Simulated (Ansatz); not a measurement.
# What Be4P2O (built on the sites of a database entry of Ca4Sb2O) distorts into, part 3 of 3

Which phase does Be4P2O (built on the sites of a database entry of Ca4Sb2O) fall into along its unstable mode, and how much energy does it gain?

Ansatz 0.2.0; DFT PBEsol, scalar-relativistic, plane waves, PAW.

So far. Step 4 (The mode frozen in, largest atomic shift 0.45 Å): The run ends at a pressure of 2.46 GPa, with forces up to 0.53 eV/Å. Step 5 (Energy along the mode, all amplitudes (two of the runs …): The lowest of the steps tried is at 0.45 Å, 52.2 meV/atom below the parent; the bottom of the well need not coincide with a step. The relaxed cell has a, b, c = 3.418, 9.816, 4.453 Å (conventional setting).

The structure was built from a prototype and need not be the compound's stable phase.

## (7) The new phase in its own primitive cell (continued)

Little changed from the start: no atom moved by 0.005 Å and no cell edge by 0.1 %.

This step gave:

```yaml
pressure: -9.98e-4 GPa
```

The largest force component left is 0.62 meV/Å and the pressure is -0.001 GPa, within the tolerances set. The cell now holds 10.67 Å³/atom.

## (8) Modes of the new phase, k-mesh 14×14×14

A relaxed structure may still be a saddle point, so its zone-centre modes are computed. No field response is asked, since the mesh shows no gap.

The input, input.yaml:

```yaml
crystal:
  lattice:
    - [-1.709150974, 4.9081520724, 2.2264979101]
    - [1.709150974, -4.9081520724, 2.2264979101]
    - [1.709150974, 4.9081520724, -2.2264979101]
  atoms:
    - { symbol: Be, position: [0.0616093697, 0.5616093697, 0.5] }
    - { symbol: Be, position: [0.3382978712, 0.3382978712, 0.0] }
    - { symbol: Be, position: [0.5221133396, 0.1673447551, 0.3547685845] }
    - { symbol: Be, position: [0.8125761707, 0.1673447551, 0.6452314155] }
    - { symbol: P, position: [0.1318677175, 0.976229909, 0.1556378085] }
    - { symbol: P, position: [0.8205921005, 0.976229909, 0.8443621915] }
    - { symbol: O, position: [0.4525790596, 0.9525790596, 0.5] }
kpoints:
  mp_grid: { grid: [14, 14, 14] }
hamiltonian:
  xc: pbesol
scf:
  occupations: { method: methfessel_paxton, width: 0.2 }
output:
  eigenvalues: true
phonons:
  method: dfpt
```

The run is started by

```bash
> ansatz run input.yaml --threads 8 --pin off --max-ram 14336MiB --backend cpu --events-out ev --progress --plain --runs-dir out
```

Numbers of over 12 decimals in the logs are rounded to 6 here.

Log:

```text
[...]
Crystal: 7 atoms, lattice volume = 74.710 Å³
Basis set: ecut = 420 eV, 1463 PW (Γ), exchange–correlation on 80×80×80 points (8 copies of the dense FFT grid, shifted against one another)
Bands: 19, of which v1, the nominal top of the filled ones, is band 12 counted from 1 (11 counted from 0)
Symmetry: 4 space group operations
k-points: 744 of 2744 (irreducible under 2 space group operations, time reversal used)
[...]
SCF iter   1: F=—  HF=-2404.892010 eV  |F-HF|=—  |Δ(HF+E_count)|=         —  Δρ=5.96e-3  dr2=3.06e-2  ethr=1.77e-3  ⟨swp⟩=6.4  Hψ=84111  notcnv=0
[...]
SCF iter  10: F=-2404.882230 eV  HF=-2404.882230 eV  |F-HF|=4.55e-13  |Δ(HF+E_count)|=  1.59e-11  S|Δr|=    0.00e0  Δρ=3.25e-8  dr2=1.48e-12  ethr=1.00e-12  ⟨swp⟩=10.5  Hψ=76577  notcnv=0
SCF 1 converged in 10 iterations: F = -2404.882230 eV  dr2 = 1.48e-12
[...]
SCF converged after 10 iterations
[...]
Free energy (F): -2404.882230 eV
[...]
Internal energy: -2404.882426 eV  (E = F + TS)
E sigma→0 (E₀):  -2404.882279 eV
Entropy (-TS):   0.000196 eV (0.028 meV/atom)
Fermi energy:    8.408920 eV
[...]
--- Band table (eV; the first three rows and the last of 744) ---
  k-point 0: bands = [... 8 lower, 6.5381, 6.5756, 6.9572, 6.9810, 9.3393, 10.0529, 11.6397, 12.0793, ... 3 higher]
  k-point 1: bands = [... 8 lower, 6.0806, 6.2823, 6.8230, 6.9954, 9.4515, 10.5672, 11.9266, 12.2311, ... 3 higher]
  k-point 2: bands = [... 8 lower, 5.1989, 5.6203, 6.5313, 6.9550, 9.7559, 11.5625, 12.2110, 12.8430, ... 3 higher]
  k-point 743: bands = [... 8 lower, 5.2871, 6.0064, 6.8122, 8.2307, 8.5340, 10.4773, 11.1834, 11.3525, ... 3 higher]
[...]
ASR residual: 1.899e-5 → 0.000e0 eV/Å²; symmetrization residual: 1.472e-6 eV/Å²
  ASR residual per site (eV/Å²): 7.14e-6 1.36e-5 1.90e-5 1.90e-5 4.22e-6 4.22e-6 3.73e-6
[...]
```

Elapsed: 6.4 min, on 8 threads of Intel Xeon Platinum 8259CL at 2.50GHz (Skylake/Cascade Lake), shared host; peak memory 4 GiB.

Numbers from this step:

* sum-rule residual before enforcement: 1.90e-5 eV/Å²
* point group: mm2
* highest optical mode at the zone centre (no LO-TO term): 663.7 cm⁻¹
* lowest optical zone-centre mode: 210.6 cm⁻¹

Patterns of degenerate modes are one choice out of their space. Modes at Γ, with each element's share of the kinetic energy:

```tsv
mode	frequency (cm⁻¹)	symmetry	Be %	P %	O %
1	0.0	acoustic	32	54	14
2	0.0	acoustic	32	54	14
3	0.0	acoustic	32	54	14
4	210.6	A2	21	79	0
5	230.3	B2	86	13	1
6	240.6	B1	87	4	9
7	287.4	B2	22	78	0
8	347.7	B1	5	19	76
9	351.9	A1	28	69	2
10	396.2	A1	33	55	12
11	422.2	B2	15	33	51
12	489.4	B2	89	9	2
13	490.9	A2	79	21	0
14	511.3	A1	51	3	45
15	517.9	B1	78	21	1
16	539.7	A1	74	9	17
17	570.6	A1	91	0	9
18	579.8	B2	72	2	26
19	597.9	B1	99	1	0
20	640.3	B2	83	10	7
21	663.7	A1	90	9	1
```

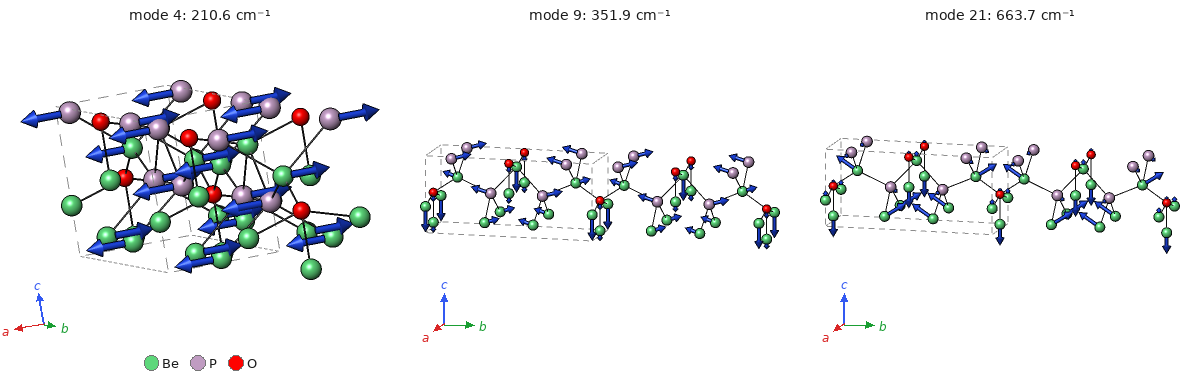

Displacement patterns of modes 4, 9 and 21 at Γ; arrows are exaggerated. 1×2×1 conventional cells are drawn. Some periodic images of atoms are drawn too.

Before it was imposed, the acoustic sum rule was missed by 1.9e-5 eV/Å². Small misses are needed for a sound result but don't prove that mesh and cutoff are converged. The lowest optical mode is real, 211 cm⁻¹.

## (9) Results

| Property | Result |
| --- | --- |
| unstable mode of the parent | q = (0, 0, 0), 338i cm⁻¹ |
| depth at the lowest point sampled | 52.2 meV/atom |
| largest atomic shift at that point | 0.45 Å |
| space group reached (within 0.01 Å) | Imm2 |
| energy gained over the parent (first relaxation, on the mesh of the frozen mode) | 191 meV/atom |
| volume per atom, phase reached | 10.7 Å³ |
| lowest optical zone-centre mode, phase reached | 211 cm⁻¹ |
| highest optical mode at the zone centre (no LO-TO term), phase reached | 664 cm⁻¹ |

**Reading.** Along this mode the structure falls into Imm2, 191 meV/atom below the parent. At the parent's cell the well is 52.20 meV/atom deep on the steps tried, with its lowest point at a shift of 0.45 Å. Relaxing atoms and cell changes the gain by +138.89 meV/atom against the lowest step (energies at zero smearing). Most of the total comes from this relaxation. The new phase has no imaginary mode at the zone centre of its cell; other wavevectors were not checked. Of the 3 patterns followed to their end from this parent, this one reaches the lowest energy. Each path keeps the symmetry of its pattern, so a lower phase may lie along a pattern not tried. With no gap, or one that is small against the smearing, the frequencies hang on the k mesh and the smearing, most of all near Kohn anomalies. The starting cell was built on a prototype and not taken from a measurement, so the phase need not exist.

[Logs are printed without paths, hosts, clocks, repeated set-up lines and the standing remarks that a program may print on its own settings, such as how far it seeks lower states.]

[Hosts, paths, dates, database ids (printed as entryN), source tags and the programs' standing remarks are cut or masked in the printed files.]
